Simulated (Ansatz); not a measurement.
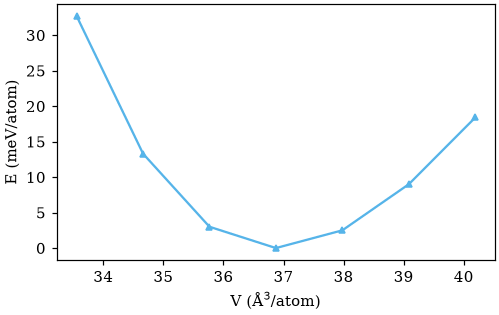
Bi (A7 (α-As type), space group No. 166) under volume change, the program Ansatz at the PBE level (PAW), shape and atoms relaxed at each volume.

Task: What does a third-order Birch–Murnaghan fit give for V₀, B₀ and B′?

Result: V₀ = 36.88 Å³/atom, B₀ = 25.9 GPa, B′ = 8.4.

Space group R-3m (A7 (α-As type)). The PBE relaxation kept the symmetry of its start. Spin–orbit coupling is left out wherever it is not named.

Potentials: the later of the program's two PAW sets.
